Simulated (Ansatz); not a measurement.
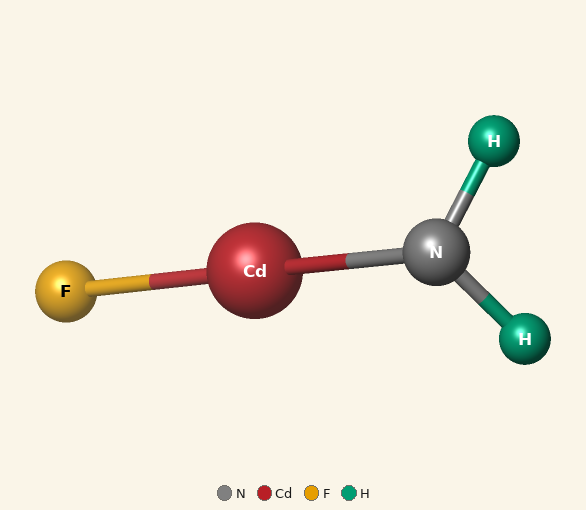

Ball-and-stick drawing of a structure. Every bond is drawn as one stick, whatever its order.

Count the atoms of each element.

CdFH₂N, 5 atoms: 1 cadmium, 1 fluorine, 2 hydrogen and 1 nitrogen.

How many bonds of each kind are drawn?

2 N–H, 1 Cd–N, 1 Cd–F.

What is its SMILES?

[NH2][Cd][F]

The parts below concern this one geometry. Atoms keep their numbers from picture to picture. The computed structure is the end point of a PBE0-D4/def2-TZVP optimisation.

## Shape

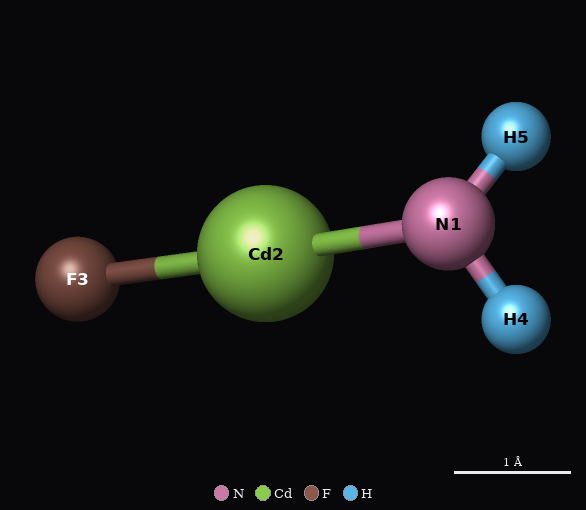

Atoms carry their numbers in the input.

Which atoms are bonded, and how long are the bonds?

```tsv
bond	length (Å)
N1–Cd2	1.998
N1–H4	1.014
N1–H5	1.014
Cd2–F3	1.935
```

## Dipole moment

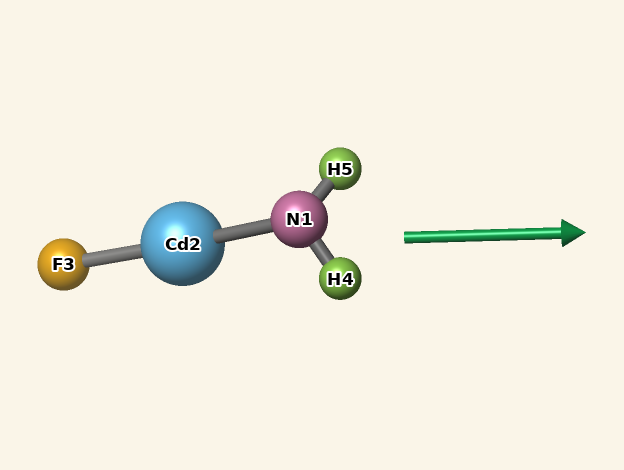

The arrow beside the molecule shows the direction of the dipole moment, from the negative to the positive end (its length means nothing). Properties computed with RKS PBE0-D4/def2-TZVP, core potentials on Cd (Ansatz 0.2.0).

Estimate the dipole moment.

2.95 D; it points from the side of F3 to the side of H4, H5 (the outermost atoms at the two ends).

## Levels of theory compared

Program: Ansatz 0.2.0.

Tabulate vertical IP (eV) at these levels: B2PLYP (frozen core)/def2-TZVPP; B3LYP-D4/def2-TZVPP; CCSD(T)/CBS (MP2 limit from def2-TZVPP and def2-QZVPP plus CCSD(T) − MP2); PBE-D4/def2-TZVPP; PBE0-D4/def2-TZVPP; r2SCAN-D4/def2-TZVPP; ωB97M-V/def2-TZVPP; ωB97X-V/def2-TZVPP.

```csv
level,vertical IP (eV)
B2PLYP (frozen core)/def2-TZVPP,9.86
B3LYP-D4/def2-TZVPP,9.93
CCSD(T)/CBS (MP2 limit from def2-TZVPP and def2-QZVPP plus CCSD(T) − MP2),10.03
PBE-D4/def2-TZVPP,9.77
PBE0-D4/def2-TZVPP,9.79
r2SCAN-D4/def2-TZVPP,9.70
ωB97M-V/def2-TZVPP,9.85
ωB97X-V/def2-TZVPP,9.83
```

## Charges

The questions are on Mulliken charges. Level of theory: RKS PBE-D4/def2-TZVPP, core potentials on Cd (Ansatz 0.2.0).

Give the Mulliken charges atom by atom.

```json
{"atom": "N1", "value (e)": "−0.53"}
{"atom": "Cd2", "value (e)": "0.74"}
{"atom": "F3", "value (e)": "−0.51"}
{"atom": "H4", "value (e)": "0.15"}
{"atom": "H5", "value (e)": "0.15"}
```

Mulliken values depend strongly on the basis set and can even reverse the polarity of a bond.
